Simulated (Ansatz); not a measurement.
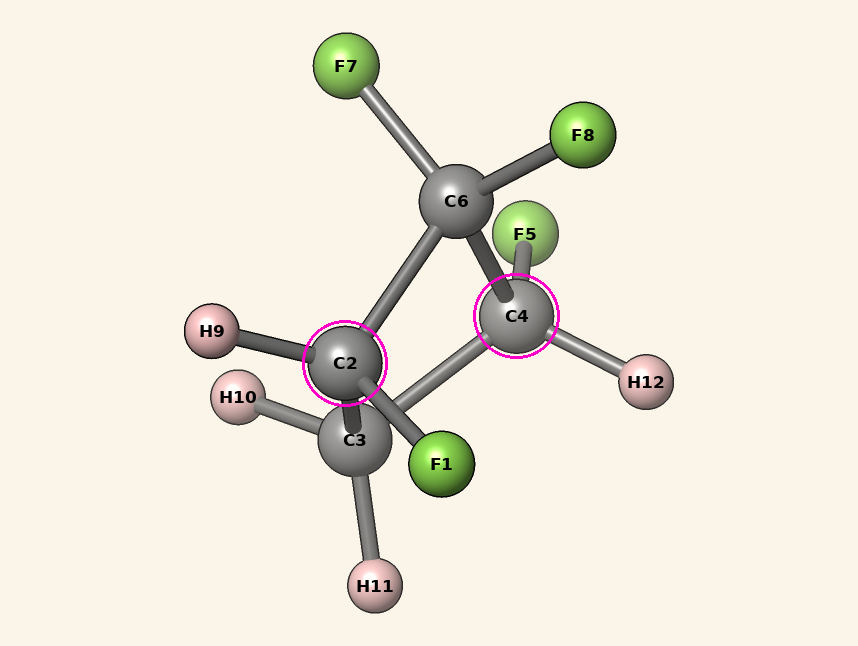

Depth is shown by fading: the farther an atom, the more it takes the colour of the background. Circles mark the stereogenic atoms. The geometry was computed by an optimisation with PBE-D4/def2-SVP. No frequency run is at hand to confirm it as a minimum.

**What are the Cahn–Ingold–Prelog descriptors?**

C2: R (priorities F1 > C6 > C3 > H9); C4: R (priorities F5 > C6 > C3 > H12).
